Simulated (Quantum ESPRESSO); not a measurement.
# MnCO3 (Rhodochrosite): spin-resolved density of states

Where do the states of the two spins of MnCO3 (Rhodochrosite) lie?

Calculated with Quantum ESPRESSO 7.5; PBEsol with U = 4 eV on Mn d (ortho-atomic projectors); plane waves with GBRV 1.5 PBEsol potentials, no spin-orbit coupling.

### Step 1. The starting structure

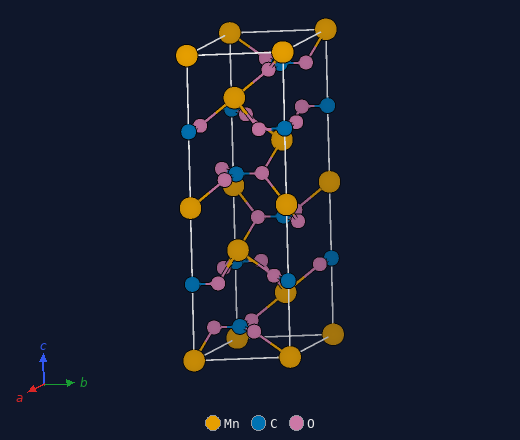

The cell as given, slightly off an axis (manganese orange, carbon blue, oxygen pink). This picture shows the conventional cell, with its axes. Bonds to atoms that aren't drawn are left out. Some periodic images of atoms are drawn too.

The cell comes from the Crystallography Open Database.

### Step 2. The magnetic state

This state came out lowest in a comparison of starts that is told elsewhere.

Contents of pw.in:

```
&CONTROL
  calculation = 'scf'
  prefix = 'pwscf'
  outdir = './tmp'
  pseudo_dir = './pseudo'
  disk_io = 'low'
/
&SYSTEM
  ibrav = 0
  celldm(1) = 8
  nat = 10
  ntyp = 4
  ecutwfc = 40
  ecutrho = 280
  nbnd = 54
  occupations = 'smearing'
  smearing = 'fd'
  degauss = 0.00367493
  nspin = 2
  starting_magnetization(1) = 0.3
  starting_magnetization(2) = -0.3
  starting_magnetization(3) = 0
  starting_magnetization(4) = 0
/
&ELECTRONS
  conv_thr = 2d-08
  electron_maxstep = 150
  mixing_beta = 0.3
/
ATOMIC_SPECIES
Mn1    54.9380 mn_pbesol_v1.5.uspp.F.UPF
Mn2    54.9380 mn_pbesol_v1.5.uspp.F.UPF
C      12.0110 c_pbesol_v1.2.uspp.F.UPF
O      15.9990 o_pbesol_v1.2.uspp.F.UPF
CELL_PARAMETERS alat
   0.5637289245524    0.3254690463354    1.2316290017248
  -0.5637289245524    0.3254690463354    1.2316290017248
   0.0000000000000   -0.6509380926707    1.2316290017248
ATOMIC_POSITIONS crystal
Mn1     0.0000000000    0.0000000000    0.0000000000
Mn2     0.5000000000    0.5000000000    0.5000000000
C       0.2500000000    0.2500000000    0.2500000000
C       0.7500000000    0.7500000000    0.7500000000
O       0.5195000000    0.9805000000    0.2500000000
O       0.2500000000    0.5195000000    0.9805000000
O       0.9805000000    0.2500000000    0.5195000000
O       0.4805000000    0.0195000000    0.7500000000
O       0.7500000000    0.4805000000    0.0195000000
O       0.0195000000    0.7500000000    0.4805000000
K_POINTS automatic
6 6 6 0 0 0
HUBBARD {ortho-atomic}
U Mn1-3d 4.0000
U Mn2-3d 4.0000
```

Run with:

```bash
OMP_NUM_THREADS=1 mpirun -n 4 pw.x -nk 4 -in pw.in > pw.out
```

The log of the run:

```text
Program PWSCF v.7.5 starts

     Message from routine setup:
     using ibrav=0 with symmetry is DISCOURAGED, use correct ibrav instead

     K-points division:     npool     =       4
     Subspace diagonalization in iterative solution of the eigenvalue problem:

     bravais-lattice index     =            0
     lattice parameter (alat)  =       8.0000  a.u.
     unit-cell volume          =     694.1944 (a.u.)^3
     number of atoms/cell      =           10
     number of atomic types    =            4
     number of electrons       =        74.00
     number of Kohn-Sham states=           54
     kinetic-energy cutoff     =      40.0000  Ry
     charge density cutoff     =     280.0000  Ry
     scf convergence threshold =      2.0E-08
     mixing beta               =       0.3000
     number of iterations used =            8  plain     mixing
     Exchange-correlation= SLA  PW   PSX  PSC
                           (   1   4  10   8   0   0   0)
     Hubbard projectors: ortho-atomic
     Hubbard parameters of DFT+U (Dudarev formulation) in eV:
     U(Mn1-3d) =  4.0000
     U(Mn2-3d) =  4.0000

     Internal variables: lda_plus_u =T, lda_plus_u_kind = 0

     Internal variables: orbital_resolved =F, hub_pot_fix =F, apply_U = F

     celldm(1)=   8.000000  celldm(2)=   0.000000  celldm(3)=   0.000000
     celldm(4)=   0.000000  celldm(5)=   0.000000  celldm(6)=   0.000000

     crystal axes: (cart. coord. in units of alat)
               a(1) = (   0.563729   0.325469   1.231629 )
               a(2) = (  -0.563729   0.325469   1.231629 )
               a(3) = (   0.000000  -0.650938   1.231629 )

     reciprocal axes: (cart. coord. in units 2 pi/alat)
               b(1) = (  0.886951  0.512081  0.270644 )
               b(2) = ( -0.886951  0.512081  0.270644 )
               b(3) = (  0.000000 -1.024163  0.270644 )

     PseudoPot. # 1 for Mn read from file:
     mn_pbesol_v1.5.uspp.F.UPF
     Pseudo is Ultrasoft + core correction, Zval = 15.0

     PseudoPot. # 2 for Mn read from file:
     mn_pbesol_v1.5.uspp.F.UPF
     Pseudo is Ultrasoft + core correction, Zval = 15.0

     PseudoPot. # 3 for C  read from file:
     c_pbesol_v1.2.uspp.F.UPF
     Pseudo is Ultrasoft + core correction, Zval =  4.0

     PseudoPot. # 4 for O  read from file:
     o_pbesol_v1.2.uspp.F.UPF
     Pseudo is Ultrasoft + core correction, Zval =  6.0

     atomic species   valence    mass     pseudopotential
     Mn1              15.00    54.93800     Mn( 1.00)
     Mn2              15.00    54.93800     Mn( 1.00)
     C                 4.00    12.01100     C ( 1.00)
     O                 6.00    15.99900     O ( 1.00)

     Starting magnetic structure
     atomic species   magnetization
     Mn1             0.300
     Mn2            -0.300
     C               0.000
     O               0.000

      6 Sym. Ops., with inversion, found

   Cartesian axes

     site n.     atom                  positions (alat units)
         1        Mn1    tau(   1) = (   0.0000000   0.0000000   0.0000000  )
         2        Mn2    tau(   2) = (   0.0000000   0.0000000   1.8474435  )
         3        C      tau(   3) = (   0.0000000   0.0000000   0.9237218  )
         4        C      tau(   4) = (   0.0000000   0.0000000   2.7711653  )
         5        O      tau(   5) = (  -0.2598790   0.3254690   2.1553508  )
         6        O      tau(   6) = (  -0.1519249  -0.3877964   2.1553508  )
         7        O      tau(   7) = (   0.4118040   0.0623273   2.1553508  )
         8        O      tau(   8) = (   0.2598790  -0.3254690   1.5395363  )
         9        O      tau(   9) = (   0.1519249   0.3877964   1.5395363  )
        10        O      tau(  10) = (  -0.4118040  -0.0623273   1.5395363  )

     number of k points=    40  Fermi-Dirac smearing, width (Ry)=  0.0037
                       cart. coord. in units 2pi/alat
        k(    1) = (   0.0000000   0.0000000   0.0000000), wk =   0.0046296
        k(    2) = (   0.0000000  -0.1706938   0.0451074), wk =   0.0277778
        k(    3) = (   0.0000000  -0.3413876   0.0902148), wk =   0.0277778
        k(    4) = (   0.0000000   0.5120815  -0.1353221), wk =   0.0138889
        k(    5) = (  -0.1478252  -0.0853469   0.0902148), wk =   0.0277778
        [... 35 further k-points ...]

     Dense  grid:    54851 G-vectors     FFT dimensions: (  60,  60,  60)

     Smooth grid:    23739 G-vectors     FFT dimensions: (  45,  45,  45)

     Check: negative core charge=   -0.000031
     Generating pointlists ...
     new r_m :   0.2137 (alat units)  1.7092 (a.u.) for type    1
     new r_m :   0.2137 (alat units)  1.7092 (a.u.) for type    2
     new r_m :   0.1253 (alat units)  1.0027 (a.u.) for type    3
     new r_m :   0.1253 (alat units)  1.0027 (a.u.) for type    4

     Initial potential from superposition of free atoms

     starting charge      72.9998, renormalised to      74.0000

     STARTING HUBBARD OCCUPATIONS:

     =================== HUBBARD OCCUPATIONS ===================
     ------------------------ ATOM    1 ------------------------
     Tr[ns(  1)] (up, down, total) =   5.00000  0.00000  5.00000
     Atomic magnetic moment for atom   1 =   5.00000
     [... lines left out ...]
     ------------------------ ATOM    2 ------------------------
     Tr[ns(  2)] (up, down, total) =   0.00000  5.00000  5.00000
     Atomic magnetic moment for atom   2 =  -5.00000
     [... lines left out ...]
     Number of occupied Hubbard levels =   10.0000

     Atomic wfc used for Hubbard projectors are orthogonalized

     Starting wfcs are   58 randomized atomic wfcs

     Self-consistent Calculation

     iteration #  1     ecut=    40.00 Ry     beta= 0.30
     Davidson diagonalization with overlap
     ethr =  1.00E-02,  avg # of iterations =  3.8

     =================== HUBBARD OCCUPATIONS ===================
     ------------------------ ATOM    1 ------------------------
     Tr[ns(  1)] (up, down, total) =   4.95634  0.13232  5.08865
     Atomic magnetic moment for atom   1 =   4.82402
     [... lines left out ...]
     ------------------------ ATOM    2 ------------------------
     Tr[ns(  2)] (up, down, total) =   0.13232  4.95630  5.08862
     Atomic magnetic moment for atom   2 =  -4.82398
     [... lines left out ...]
     Number of occupied Hubbard levels =   10.1773

     total energy              =    -638.39909966 Ry
     estimated scf accuracy    <       1.20784191 Ry

     total magnetization       =     0.00 Bohr mag/cell
     absolute magnetization    =     9.74 Bohr mag/cell

     iteration #  2     ecut=    40.00 Ry     beta= 0.30
     Davidson diagonalization with overlap
     ethr =  1.63E-03,  avg # of iterations =  2.0

     total energy              =    -638.56023246 Ry
     estimated scf accuracy    <       0.10279239 Ry

     total magnetization       =    -0.00 Bohr mag/cell
     absolute magnetization    =     9.71 Bohr mag/cell

     [... further iterations left out ...]

     iteration #  9     ecut=    40.00 Ry     beta= 0.30
     Davidson diagonalization with overlap
     ethr =  1.95E-09,  avg # of iterations =  2.0

     negative rho (up, down):  4.035E-04 4.035E-04

     total energy              =    -638.57685841 Ry
     estimated scf accuracy    <       0.00000013 Ry

     total magnetization       =    -0.00 Bohr mag/cell
     absolute magnetization    =     9.74 Bohr mag/cell

     iteration # 10     ecut=    40.00 Ry     beta= 0.30
     Davidson diagonalization with overlap
     ethr =  1.80E-10,  avg # of iterations =  2.0

     negative rho (up, down):  4.033E-04 4.033E-04

     Magnetic moment per site  (integrated on atomic sphere of radius R)
     atom   1 (R=0.214)  charge= 12.4847  magn=  4.2754
     atom   2 (R=0.214)  charge= 12.4847  magn= -4.2754
     atom   3 (R=0.125)  charge=  1.3002  magn=  0.0000
     atom   4 (R=0.125)  charge=  1.3002  magn=  0.0000
     atom   5 (R=0.125)  charge=  3.3024  magn=  0.0000
     atom   6 (R=0.125)  charge=  3.3024  magn=  0.0000
     atom   7 (R=0.125)  charge=  3.3024  magn=  0.0000
     atom   8 (R=0.125)  charge=  3.3024  magn=  0.0000
     atom   9 (R=0.125)  charge=  3.3024  magn=  0.0000
     atom  10 (R=0.125)  charge=  3.3024  magn=  0.0000

     End of self-consistent calculation

     =================== HUBBARD OCCUPATIONS ===================
     ------------------------ ATOM    1 ------------------------
     Tr[ns(  1)] (up, down, total) =   4.97609  0.21350  5.18960
     Atomic magnetic moment for atom   1 =   4.76259
     [... lines left out ...]
     ------------------------ ATOM    2 ------------------------
     Tr[ns(  2)] (up, down, total) =   0.21350  4.97609  5.18960
     Atomic magnetic moment for atom   2 =  -4.76259
     [... lines left out ...]
     Number of occupied Hubbard levels =   10.3792

     [... lines left out ...]
     the Fermi energy is     9.6883 ev

!    total energy              =    -638.57685871 Ry
     estimated scf accuracy    <       0.00000002 Ry
     smearing contrib. (-TS)   =      -0.00000000 Ry
     internal energy E=F+TS    =    -638.57685871 Ry

     The total energy is F=E-TS. E is the sum of the following terms:
     one-electron contribution =    -328.45449759 Ry
     hartree contribution      =     199.18671643 Ry
     xc contribution           =    -103.67034893 Ry
     ewald contribution        =    -405.70434535 Ry
     Hubbard energy            =       0.06561674 Ry

     total magnetization       =     0.00 Bohr mag/cell
     absolute magnetization    =     9.74 Bohr mag/cell

     convergence has been achieved in  10 iterations

=------------------------------------------------------------------------------=
   JOB DONE.
=------------------------------------------------------------------------------=
```

Run time: 79 s. Hardware: 4 MPI ranks of Arm Neoverse V2, shared host; peak memory 0.84 GiB.

Spin moment in the atom's sphere by atom:

```tsv
atom	spin moment in the atom's sphere (μB)
Mn1	4.28
Mn2	-4.28
C3	0.00
C4	0.00
O5	0.00
O6	0.00
O7	0.00
O8	0.00
O9	0.00
O10	0.00
```

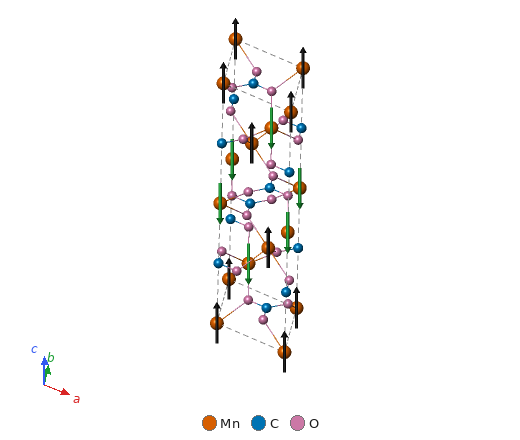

Spin moment in the atom's sphere as arrows, the longest 4.28 μB. Up and down stand for the sign. Arrows give size and sign along the axis of quantisation, drawn up and down the page. The two directions have two colours. Bonds to atoms that aren't drawn are left out. Some periodic images of atoms are drawn too.

This step gave:

| Item | Value |
| --- | --- |
| smearing term TS | 1.73e-13 eV |
| magnetization | 0 μB |
| absolute magnetization | 9.74 μB |
| final state | antiferromagnetic |

(Part 1 of 2 ends here.)

[Logs and program files are shortened in this print: banners, set-up blocks, solver, clock and traceback lines can be left out without a mark of their own.]

[Logs are printed without paths, hosts, clocks, repeated set-up lines and the standing remarks that a program may print on its own settings, such as how far it seeks lower states.]

[Hosts, paths, dates, database ids (printed as entryN), source tags and the programs' standing remarks are cut or masked in the printed files.]

[Where a cell is said to come from a database of computed structures, the database is the Materials Project.]
